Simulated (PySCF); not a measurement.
B3H7(PH3) (B3H10P).

Method: B3LYP/def2-SVPD; geometry: GFN2-xTB; program: PySCF. No frequency check shows the geometry to be a minimum. GFN2-xTB bond lengths at metals and heavier atoms can be off by up to 0.1 Å and shapes distorted, which carries into these values.

Input script:

```python
import numpy as np
from pyscf import gto, scf, dft, tdscf
from pyscf.scf import atom_ks, atom_hf
from scipy.linalg import block_diag

def solve(mol, dm0=None, hcore=None):
    mf = (dft.UKS if mol.spin else dft.RKS)(mol, xc='b3lyp')
    mf.grids.level = 3
    mf = mf.density_fit(auxbasis='def2-universal-jkfit')
    mf.conv_tol, mf.max_cycle = 1e-8, 80
    if hcore is not None:
        mf.get_hcore = lambda *args: hcore
    mf.kernel(dm0)
    if not mf.converged:
        mf = mf.newton().run(mf.mo_coeff, mf.mo_occ, max_cycle=30)
    assert mf.converged, 'SCF not converged'
    return mf

mol = gto.M(atom='''
B     -1.84511    -0.99993     0.15234
B     -1.33535     1.13267     0.23823
H     -2.20084     0.12050     0.65095
B     -0.32385     0.24764    -0.74639
P      1.45128    -0.08682     0.07282
H     -0.78695    -1.00439    -0.68805
H     -2.71332    -1.36367    -0.56473
H     -1.46406    -1.68342     1.04309
H     -2.12319     1.85597    -0.28782
H     -0.94628     1.48778     1.31353
H     -0.14284     0.36472    -1.92415
H      2.28624     1.00394     0.06813
H      1.48079    -0.34813     1.42013
H      2.36281    -1.03285    -0.34423
''', basis='def2-svpd', charge=0, spin=0, verbose=4)
mf = solve(mol)
td = mf.TDA()
td.nstates, td.singlet, td.conv_tol = 5, True, 1e-5
td.kernel()
td.analyze()
x, y = np.array([p[0] for p in td.xy]), np.array([p[1] + 0 * p[0] for p in td.xy])
f, mu = td.oscillator_strength(), td.transition_dipole()
nto = [td.get_nto(state=i + 1, verbose=4) for i in range(len(td.e))]
# spherically averaged free atoms, for the promolecule
atm = atom_ks.get_atm_nrks(mol, xc='b3lyp')
pro = block_diag(*[(atm[a[0]][2] * atm[a[0]][3]) @ atm[a[0]][2].T for a in mol._atom])
np.savez('result.npz', e=td.e, f=f, ok=td.converged, w=[n[0] for n in nto], nto=[n[1] for n in nto], x=x, y=y, c=mf.mo_coeff, occ=mf.mo_occ, eps=mf.mo_energy, pro=pro, mu=mu)
```

Command:

```sh
OMP_NUM_THREADS=1 python input.py
```

The run took 6.6 min on 1 thread of Arm Neoverse V2, with other jobs on the host, peak memory 0.84 GiB.

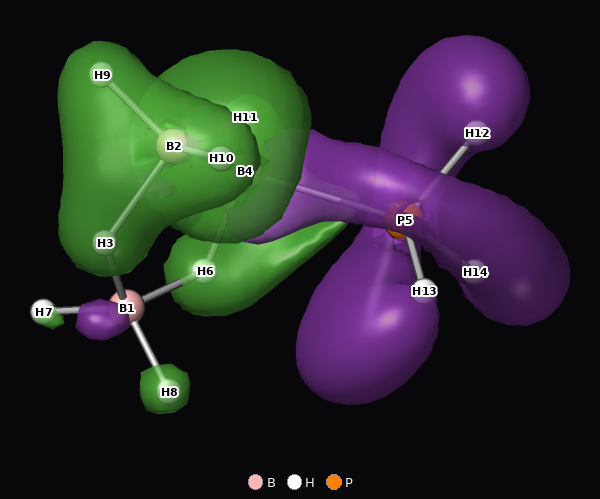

Unrelaxed difference density of S₃ less the ground state (TDA singlet states), ±0.015 e/Å³; purple: gain, green: loss.

Q: How does the charge move on excitation?

A: 0.79 e is displaced in all, of which about 0.6 e passes between atoms: B2 (0.27 e) and B4 (0.18 e) lose electrons and P5 (0.30 e) and H12 (0.10 e) gain them. The state: 6.46 eV (192 nm), f = 0.051, charge transfer, whose energy this functional puts too low; the leading pair carries 94 %; hole on B2 and B4 (31 % each), P5 (6 %) and H10 (6 %), electron on P5 (36 %), B4 (12 %) and H12 and H14 (10 % each); their centroids lie 2.0 Å apart.
